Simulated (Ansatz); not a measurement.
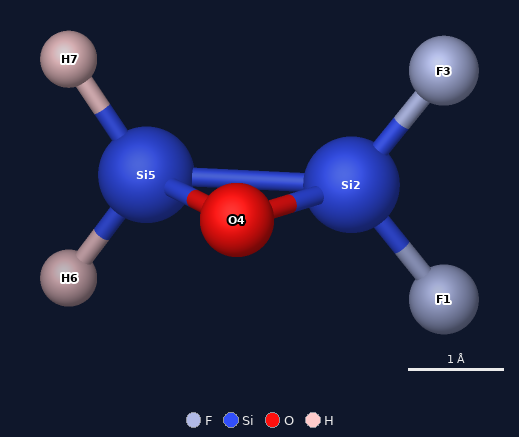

Fig. 1: The input geometry (ball-and-stick view, seen at a tilt; atoms are numbered from 1 in the order of the input).

# Run report: Si2H2OF2, frequency calculation

Si2H2OF2, SMILES F[Si]1(F)O[SiH2]1, computed with MP2/6-31G*, RHF (Ansatz 0.2.0).

The geometry was optimised with MP2/6-31G*. Figures and captions count atoms from 1; the log counts them from 0 in places.

The input:
```yaml
crystal:
  periodic: [false, false, false]
  atoms:
    - {symbol: F, position_ang: [0.407491, -1.617591, 1.719095]}
    - {symbol: Si, position_ang: [0.062536, -1.024129, 0.273056]}
    - {symbol: F, position_ang: [-0.219779, -2.302995, -0.647279]}
    - {symbol: O, position_ang: [1.154573, 0.082357, -0.336903]}
    - {symbol: Si, position_ang: [-0.304628, 1.067149, -0.235342]}
    - {symbol: H, position_ang: [-0.219312, 2.191447, 0.722762]}
    - {symbol: H, position_ang: [-0.819382, 1.535762, -1.540989]}
basis:
  gaussian:
    orbitals: "6-31G*"
correlation:
  method: mp2
phonons:
  temperatures: {t_min: 298.15, t_max: 298.15, t_step: 1}
```

Run on 1 thread of Arm Neoverse V1, 112 GiB of memory available, shared host.

Run as:
```bash
ansatz run molecule.yaml --threads 1 --pin off --max-ram 3480MiB --events-out events.jsonl --progress --plain --runs-dir runs
```

What the program printed:
```
Functional definition: HF
  name "HF"
  exchange = exact_x
  correlation = 0
these checks for a lower state are left out or cut short: cluster_reference
823 factors; integrals over basis functions are off by at most 5.9e-4 eV
mean field evaluation 1: about -23203.5586 eV, gradient 4.7e1 eV
mean field evaluation 2: about -23203.6279 eV, gradient 4.7e1 eV
mean field evaluation 4: about -23207.9834 eV, gradient 3.5e0 eV
mean field evaluation 8: about -23208.0320 eV, gradient 2.8e-1 eV
mean field -23208.03254065 eV, -852.8794648993 hartree, gradient 2.5e-6 eV, S^2 0.000000; 0 other end points of the search recorded, 0 dependent functions left out
13 core orbitals not correlated: weight in the atoms' cores, before any rotation towards them, 1.000 or more for the frozen orbitals, at most 0.000 for the correlated occupied ones
reference -23208.03254065 eV, -852.8794648993 hartree; 15, 15 occupied and 59, 59 virtual orbitals, 823 factors
second order -18.75013111 eV of doubles, -0.00000000 eV of singles
the calculation of the forces begins
these checks for a lower state are left out or cut short: starts, cluster_reference, orbital_swaps, neighbouring_geometries, increment
823 factors; integrals over basis functions are off by at most 5.9e-4 eV
mean field evaluation 16: about -23207.9266 eV, gradient 4.0e-1 eV
mean field -23208.03192022 eV, -852.8794420990 hartree, gradient 2.5e-6 eV, S^2 0.000000; 0 other end points of the search recorded, 0 dependent functions left out
[... from here on the field's lines of each further geometry are left out, up to the last ...]
13 core orbitals not correlated: weight in the atoms' cores, before any rotation towards them, 1.000 or more for the frozen orbitals, at most 0.000 for the correlated occupied ones
reference -23208.03212550 eV, -852.8794496431 hartree; 15, 15 occupied and 59, 59 virtual orbitals, 823 factors
second order -18.75051618 eV of doubles, -0.00000000 eV of singles
the calculation of the forces begins
these checks for a lower state are left out or cut short: starts, cluster_reference, orbital_swaps, neighbouring_geometries, increment
823 factors; integrals over basis functions are off by at most 5.9e-4 eV
mean field -23208.03289315 eV, -852.8794778535 hartree, gradient 9.9e-7 eV, S^2 0.000000; 0 other end points of the search recorded, 0 dependent functions left out
13 core orbitals not correlated: weight in the atoms' cores, before any rotation towards them, 1.000 or more for the frozen orbitals, at most 0.000 for the correlated occupied ones
reference -23208.03289315 eV, -852.8794778535 hartree; 15, 15 occupied and 59, 59 virtual orbitals, 823 factors
second order -18.74974851 eV of doubles, -0.00000000 eV of singles
the calculation of the forces begins
Total energy: -23226.78267176 eV, -853.5685195083 hartree
Atom 0 at     0.407491    -1.617591     1.719095 Å, force     0.000003     0.000655    -0.000340 eV/Å
Atom 1 at     0.062536    -1.024129     0.273056 Å, force     0.000348    -0.000586     0.000077 eV/Å
Atom 2 at    -0.219779    -2.302995    -0.647279 Å, force     0.000072     0.000730    -0.000081 eV/Å
Atom 3 at     1.154573     0.082357    -0.336903 Å, force     0.000355    -0.000981     0.000190 eV/Å
Atom 4 at    -0.304628     1.067149    -0.235342 Å, force    -0.001037     0.000154     0.000230 eV/Å
Atom 5 at    -0.219312     2.191447     0.722762 Å, force     0.000139     0.000025    -0.000001 eV/Å
Atom 6 at    -0.819382     1.535762    -1.540989 Å, force     0.000119     0.000004    -0.000076 eV/Å
Dipole moment:    -0.371153     0.389368    -0.014394 e Å
Vibrations: 160.94 262.28 275.73 307.60 482.13 522.42 611.33 649.78 743.03 897.69 985.90 994.59 1049.27 2339.14 2356.28 cm⁻¹, zero-point energy 0.783464 eV
Checks for a lower state left out: cluster_reference
```

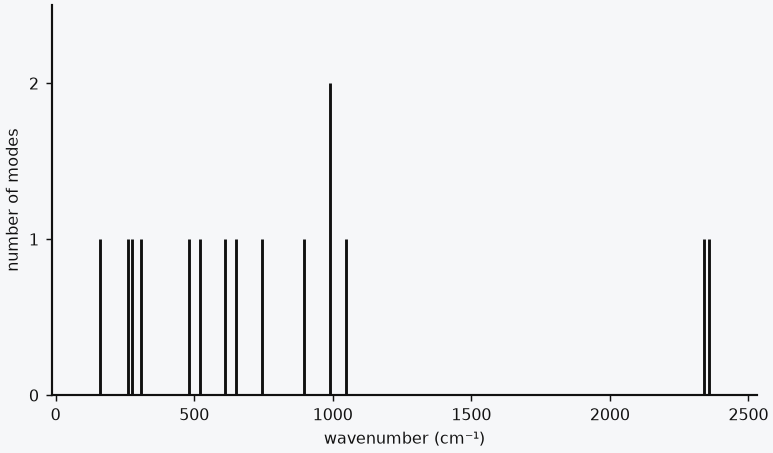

Fig. 2: Harmonic vibrational wavenumbers from the force constants; neighbouring modes closer than 10 cm⁻¹ are counted in one stick. 15 modes from 161 to 2356 cm⁻¹, none imaginary.

Key numbers:

- outcome: converged
- total energy: −853.568520 hartree
- SCF energy: −852.879465 hartree
- MP2 energy: −853.568520 hartree
- correlation energy: −0.689055 hartree
- basis functions: 87
- largest force: 0.001 eV/Å
- SCF solution under orbital rotations: stable
- zero-point energy: 0.028792 hartree
- wavenumbers, lowest and highest: 161 and 2356 cm⁻¹
- wall time: 87 s
- peak memory: 0.17 GiB
